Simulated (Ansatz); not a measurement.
**Geometry relaxation, with input and output: CH₇AlO (part 2 of 2)**

CH₇AlO; RKS PBE0-D4/6-31G* (Ansatz 0.2.0). The input holds or restrains some coordinates. It belongs to a series of runs on one base structure; here: pulled along the bonds that form and break, towards end A.

Geometry of the input (Å):
```
Al 0.0000  0.0000  0.0000
H  0.0000  0.0000  1.9100
H  1.3510  0.0000  -0.7800
H  -1.3510  0.0000  -0.7800
O  0.0869  -1.9720  0.6559
C  -0.5639  -3.0679  0.0300
H  0.1240  -3.9385  -0.0015
H  -1.4738  -3.3367  0.6062
H  -0.8514  -2.7865  -1.0045
H  0.0439  -0.9965  1.8084
```

## Trajectory as extended XYZ, continued
```
10
Properties=species:S:1:pos:R:3:forces:R:3 step=2 energy=-9784.96717
Al   -0.0033    0.1195    0.0248    0.3817  -2.9294   0.9669
H    -0.0043    0.1302    1.8466    0.1097  -0.3690  -0.8214
H     1.3539    0.0102   -0.7778    0.2456   0.6961   0.0940
H    -1.3554    0.0083   -0.7773   -0.3780   0.5051   0.1715
O     0.0964   -2.0563    0.7596    1.4234   3.9345   0.5890
C    -0.5651   -3.0708    0.0370   -0.6445  -0.1324   1.2732
H     0.1202   -3.9385   -0.0023   -0.3225   0.1621  -0.0522
H    -1.4743   -3.3401    0.6027    0.0010  -0.3429  -0.4773
H    -0.8493   -2.7851   -0.9997    0.2147   0.2058   0.5288
H     0.0469   -1.1754    1.7309   -1.0312  -1.7301  -2.2725
10
Properties=species:S:1:pos:R:3:forces:R:3 step=3 energy=-9785.27701
Al   -0.0058    0.2593    0.0453    0.3857  -2.2617   0.7269
H    -0.0067    0.2380    1.7748   -0.0016   0.3996  -0.9100
H     1.3536    0.0167   -0.7762   -0.0293   0.6629   0.1718
H    -1.3570    0.0125   -0.7748   -0.1175   0.4704   0.2117
O     0.1255   -2.1308    0.8521    1.9659   3.6814   0.9513
C    -0.5714   -3.0741    0.0552   -0.5771  -0.0331   1.1727
H     0.1152   -3.9376   -0.0029   -0.3832   0.1403  -0.0346
H    -1.4789   -3.3466    0.5988   -0.2787  -0.4430  -0.3140
H    -0.8444   -2.7787   -0.9887    0.3496   0.4463   0.8046
H     0.0356   -1.3568    1.6608   -1.3138  -3.0632  -2.7803
10
Properties=species:S:1:pos:R:3:forces:R:3 step=4 energy=-9785.68612
Al   -0.0097    0.4118    0.0536    0.3706  -2.1277  -0.3506
H    -0.0043    0.3185    1.6632   -0.0714   0.6312  -0.0453
H     1.3449    0.0446   -0.7670   -0.1786   0.7448   0.2002
H    -1.3541    0.0317   -0.7663    0.0415   0.5600   0.2423
O     0.1988   -2.2398    0.9474    1.6752   0.5679  -1.0133
C    -0.5780   -3.0803    0.0899    0.2343   0.2309   0.7848
H     0.0983   -3.9419   -0.0057   -0.4848  -0.0973  -0.0987
H    -1.4954   -3.3622    0.5953   -0.4016  -0.3355  -0.0233
H    -0.8259   -2.7496   -0.9518    0.3587   0.5464   0.8863
H    -0.0091   -1.5310    1.5859   -1.5440  -0.7207  -0.5826
10
Properties=species:S:1:pos:R:3:forces:R:3 step=5 energy=-9786.15750
Al    0.0106    0.3553   -0.0274   -0.1318  -0.9239   0.3441
H    -0.0145    0.3098    1.5455   -0.0406   0.3301   0.4595
H     1.3482    0.2394   -0.7695    0.7303   0.2787  -0.4691
H    -1.3652    0.1754   -0.7463   -0.4087   0.1436  -0.2631
O     0.2650   -2.3787    1.0264    0.4055   1.5169   0.3737
C    -0.5562   -3.1333    0.1488   -0.0134   0.4997   0.0239
H     0.0395   -4.0397   -0.0200   -0.3306   0.0264  -0.0949
H    -1.5182   -3.3915    0.6010   -0.0889  -0.1379   0.0382
H    -0.7581   -2.6555   -0.8436    0.2146  -0.1073   0.6349
H    -0.0852   -1.5794    1.5298   -0.3364  -1.6264  -1.0471
10
Properties=species:S:1:pos:R:3:forces:R:3 step=6 energy=-9786.31414
Al    0.0217    0.3174   -0.0421    0.3412  -0.4714  -0.7365
H    -0.0205    0.2403    1.5263   -0.0333   0.2212   0.4346
H     1.4452    0.3875   -0.8475   -0.5581   0.1131   0.2762
H    -1.4183    0.2486   -0.7936    0.3886   0.0421   0.1145
O     0.2954   -2.4283    1.0805   -0.5534   1.6435   0.4024
C    -0.5432   -3.1432    0.1927    0.0117   0.0596  -0.2216
H     0.0075   -4.0610   -0.0456   -0.1645   0.0715  -0.0256
H    -1.5121   -3.4139    0.6314    0.0236  -0.0150   0.0885
H    -0.7364   -2.6044   -0.7579    0.0515  -0.1388   0.2640
H    -0.1736   -1.6411    1.5003    0.4926  -1.5257  -0.5965
10
Properties=species:S:1:pos:R:3:forces:R:3 step=7 energy=-9786.41185
Al    0.0574    0.3618   -0.0531    0.2042  -0.5015  -0.4125
H    -0.0687    0.1879    1.5058   -0.0284   0.2522   0.4262
H     1.4704    0.5752   -0.7846   -0.2082   0.0906   0.1244
H    -1.3244    0.2740   -0.8662    0.1519   0.0246   0.0056
O     0.3281   -2.4054    0.9860   -0.5607   1.2410   0.3082
C    -0.5692   -3.1800    0.2098   -0.0017   0.0052  -0.0397
H    -0.0311   -4.0989   -0.0326   -0.0646  -0.0530  -0.0753
H    -1.4921   -3.4493    0.7436    0.1034   0.0496   0.0583
H    -0.8442   -2.6793   -0.7313   -0.0420  -0.0725   0.0523
H    -0.1606   -1.6841    1.4671    0.4461  -1.0363  -0.4476
10
Properties=species:S:1:pos:R:3:forces:R:3 step=8 energy=-9786.46605
Al    0.0849    0.3831   -0.0640    0.1673  -0.4156  -0.2366
H    -0.0909    0.1625    1.4897   -0.0533   0.2254   0.3568
H     1.4931    0.7518   -0.7156   -0.0678   0.0350   0.0667
H    -1.2448    0.2906   -0.9445    0.0492  -0.0266  -0.0198
O     0.3398   -2.3968    0.9197   -0.5506   0.8998   0.0519
C    -0.5928   -3.2169    0.2242   -0.0515   0.0939   0.1031
H    -0.0623   -4.1341   -0.0408   -0.0087  -0.0189  -0.0230
H    -1.4646   -3.4870    0.8431    0.1733   0.0538  -0.0559
H    -0.9526   -2.7447   -0.7037   -0.0128  -0.0504   0.1078
H    -0.1440   -1.7066    1.4364    0.3549  -0.7965  -0.3511
10
Properties=species:S:1:pos:R:3:forces:R:3 step=9 energy=-9786.50123
Al    0.1151    0.4077   -0.0715    0.1236  -0.4540  -0.2953
H    -0.1362    0.1468    1.4634   -0.0713   0.2014   0.4010
H     1.5191    0.9245   -0.6193   -0.0440   0.0147   0.0551
H    -1.1412    0.2126   -1.0394    0.0509   0.0033  -0.0057
O     0.3487   -2.3988    0.8425   -0.3733   0.9607   0.1864
C    -0.6262   -3.2368    0.2405   -0.0415   0.0935   0.0355
H    -0.1042   -4.1387   -0.0888   -0.0218  -0.0031  -0.0119
H    -1.4160   -3.5286    0.9478    0.0805  -0.0045  -0.0357
H    -1.0943   -2.7651   -0.6368   -0.0097  -0.0427   0.0769
H    -0.0991   -1.7216    1.4060    0.3066  -0.7694  -0.4061
10
Properties=species:S:1:pos:R:3:forces:R:3 step=10 energy=-9786.51472
Al    0.1344    0.4085   -0.1075    0.2177  -0.3259  -0.2896
H    -0.1699    0.1157    1.4123   -0.1583   0.1698   0.3854
H     1.5355    1.0811   -0.5035   -0.1515  -0.0943   0.0117
H    -1.0352    0.1725   -1.1786    0.1083   0.0011   0.0724
O     0.3544   -2.4027    0.7919   -0.4409   1.0175   0.3403
C    -0.6571   -3.2468    0.2640   -0.1746  -0.0400  -0.0335
H    -0.1391   -4.1129   -0.1709   -0.1623   0.1415   0.0583
H    -1.3469   -3.6052    1.0529    0.2190   0.0634  -0.2476
H    -1.2520   -2.7543   -0.5334    0.1856  -0.1462   0.2951
H    -0.0585   -1.7539    1.4173    0.3569  -0.7867  -0.5924
10
Properties=species:S:1:pos:R:3:forces:R:3 step=11 energy=-9786.53002
Al    0.1395    0.3983   -0.1070    0.1400  -0.3765  -0.3653
H    -0.3136    0.1383    1.3791   -0.1139   0.0936   0.4174
H     1.5633    1.0192   -0.4420    0.0204   0.0015   0.0463
H    -0.9438    0.1543   -1.2500   -0.0002  -0.0119  -0.0106
O     0.3719   -2.4146    0.7896   -0.1386   1.0448   0.1463
C    -0.6582   -3.2462    0.2896   -0.0675   0.1088  -0.0684
H    -0.1843   -4.0365   -0.3023    0.0114   0.0739   0.0973
H    -1.2269   -3.7063    1.1068   -0.0470  -0.0755  -0.0273
H    -1.3472   -2.6957   -0.3675   -0.0424  -0.0708   0.0403
H    -0.0352   -1.7089    1.3481    0.2378  -0.7879  -0.2760
10
Properties=species:S:1:pos:R:3:forces:R:3 step=12 energy=-9786.54526
Al    0.1294    0.3932   -0.1606    0.1748  -0.4265  -0.2563
H    -0.3968    0.0627    1.2865   -0.2020   0.1640   0.4153
H     1.5777    1.0185   -0.3524    0.0160   0.0102   0.0016
H    -0.8754    0.2062   -1.3848    0.0157  -0.0059   0.0067
O     0.3901   -2.4052    0.7780   -0.2927   0.8992   0.2202
C    -0.6669   -3.2284    0.3156    0.0454   0.0103   0.0527
H    -0.2259   -3.9429   -0.3833   -0.0240   0.0209  -0.0254
H    -1.1304   -3.7905    1.1368   -0.0020  -0.0168   0.0121
H    -1.4464   -2.6569   -0.2059   -0.0106  -0.0143  -0.0265
H     0.0103   -1.7548    1.4146    0.2794  -0.6410  -0.4006
```

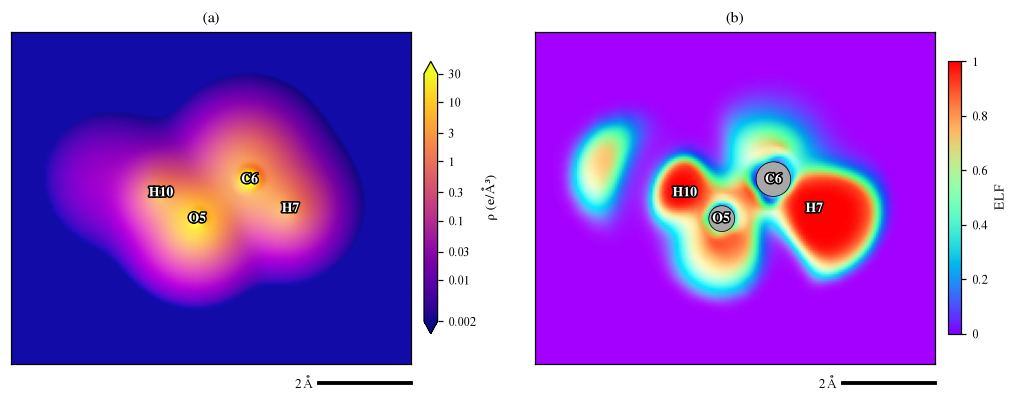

Figure 1. (a) total electron density; (b) ELF on the plane of atoms C6, O5 and H10. Grey discs, where drawn, cover atomic cores. C–O (1.42 Å): ρ at the midpoint is about 2 e/Å³, with its minimum of 1.7 e/Å³ about 0.5 Å from C; the ELF peaks at about 0.90 between the atoms (a shared but strongly polarised pair).

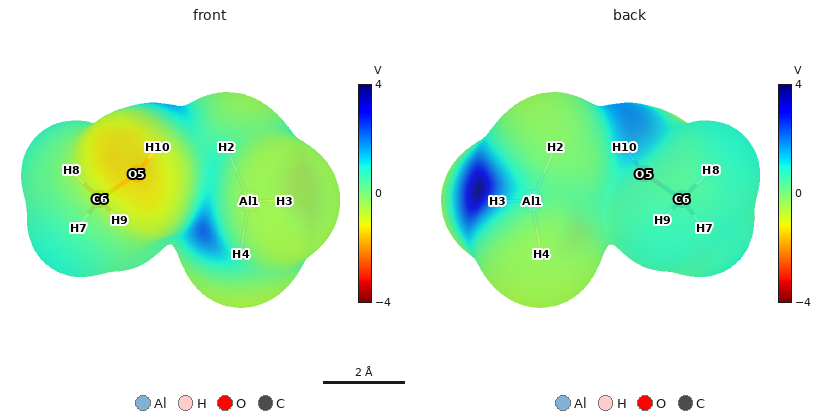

Figure 2. The molecular electrostatic potential painted on the density surface at 0.002 e/bohr³, seen at a tilt and from behind; the colour scale runs from red (negative) to blue (positive).
